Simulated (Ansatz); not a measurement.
H₆Si₂···HBr

Input file:

```
crystal:
  periodic: [false, false, false]
  atoms:
    - {symbol: Si, position_ang: [-0.998949, 0.906980, -0.026891]}
    - {symbol: Br, position_ang: [-0.131426, -3.360522, 0.198560]}
    - {symbol: H, position_ang: [-1.427711, 1.602781, -1.268902]}
    - {symbol: H, position_ang: [-1.365892, 1.741711, 1.147487]}
    - {symbol: H, position_ang: [-1.774957, -0.365333, 0.066089]}
    - {symbol: H, position_ang: [-1.002448, -2.234278, 0.155328]}
    - {symbol: Si, position_ang: [1.302964, 0.485955, -0.061766]}
    - {symbol: H, position_ang: [1.717818, -0.210172, 1.183486]}
    - {symbol: H, position_ang: [1.655698, -0.350507, -1.237898]}
    - {symbol: H, position_ang: [2.024901, 1.783484, -0.155492]}
basis:
  gaussian: {orbitals: def2-TZVPP}
hamiltonian: {xc: pbe0, dispersion: d4}
output: {orbitals: {seedname: orbitals}}
```

Launched as:

```sh
ansatz run in.yaml --threads 4 --pin off --events-out ev --progress --plain --max-ram 9574MiB
```

The product side of a reaction path; geometry: PBE0-D4/def2-TZVP.

These are results of Ansatz 0.2.0, RKS PBE0-D4/def2-TZVPP, not measurements.

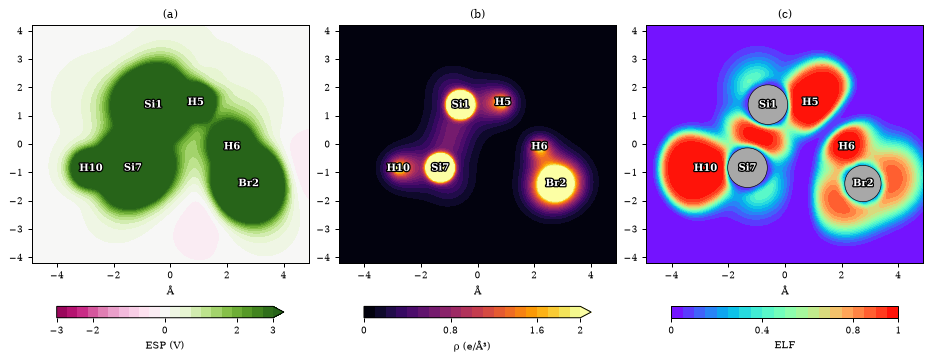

Figure 1. (a) molecular electrostatic potential; (b) total electron density; (c) electron localisation function on the plane of atoms Si1, Si7 and H10. Grey discs cover the atomic cores in the ELF map.

### Describe what can be read from this map.

- The section cuts through Si, Br and H sites.
- H5···H6 (2.02 Å): the density falls to about 0.08 e/Å³ on the way; the ELF dips to about 0.05 between them.
- Si–Si (2.34 Å): ρ is about 0.64 e/Å³ halfway; the ELF peaks at about 1 between the atoms; a covalent bond.
- Br–H (1.42 Å): the density is about 1.6 e/Å³ at the midpoint; the ELF climbs to about 1 towards the hydrogen, as it does in any bond to H.
- Si–H (1.49 Å): ρ at the midpoint is about 0.78 e/Å³; the ELF climbs to about 1 towards the hydrogen.
- The ELF also peaks beside Br2, away from the bonds: lone-pair regions.
- Outside the dense part of the complex the potential is most negative (−0.4 V) near Br2.

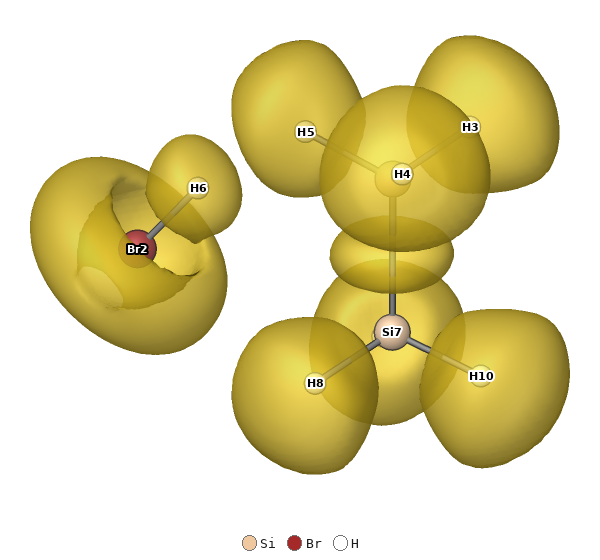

Figure 2. Isosurface of the electron localisation function at 0.75 (yellow), seen at a tilt. Core shells and regions of very low density are left out.

### Identify the bonds, lone pairs and shells in this picture.

At this value the surface marks out one region between bonded Si–Si atoms (shared pairs), seven regions around hydrogen nuclei and one ring or bowl of non-bonding electrons around Br.

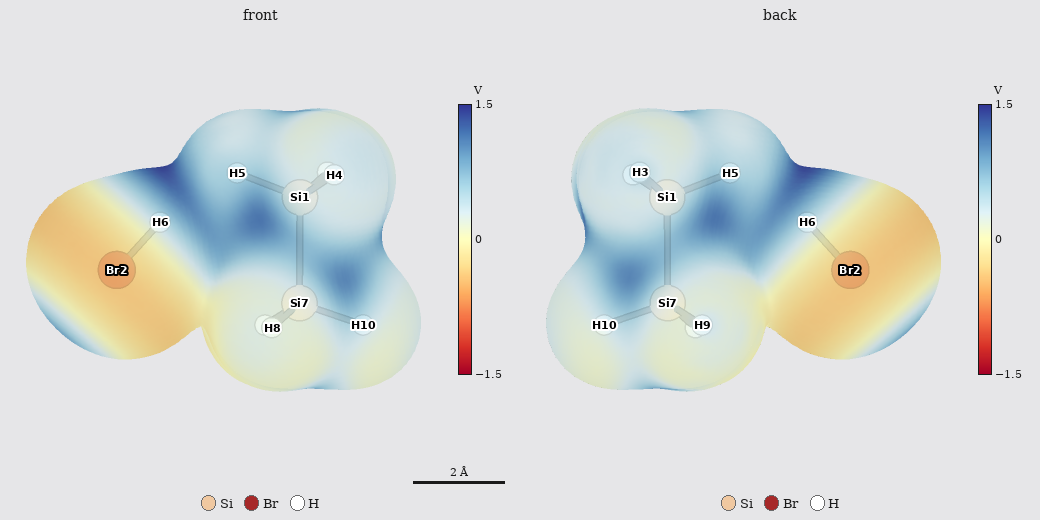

Figure 3. The molecular electrostatic potential painted on the density surface at 0.002 e/bohr³, seen from the front and from behind; red is negative and blue positive.

### Describe the electrostatic potential map.

The most negative region (about −0.4 V) lies over Br2, the most positive (about +1.4 V) over H6. Br2 shows a σ-hole: about +0.9 V at the tip opposite its bond, against about −0.4 V on its flanks.

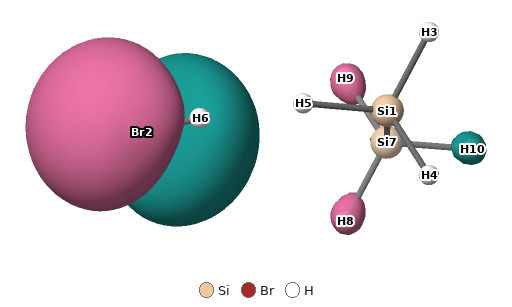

Figure 4. The HOMO−1 at ±0.08 Å⁻³ᐟ² (teal and pink are the two phases), seen from one side.

### What is the character of this orbital?

It lies mainly on Br2 (about 90 %); largely a lone pair of Br2. Its energy is −8.70 eV.
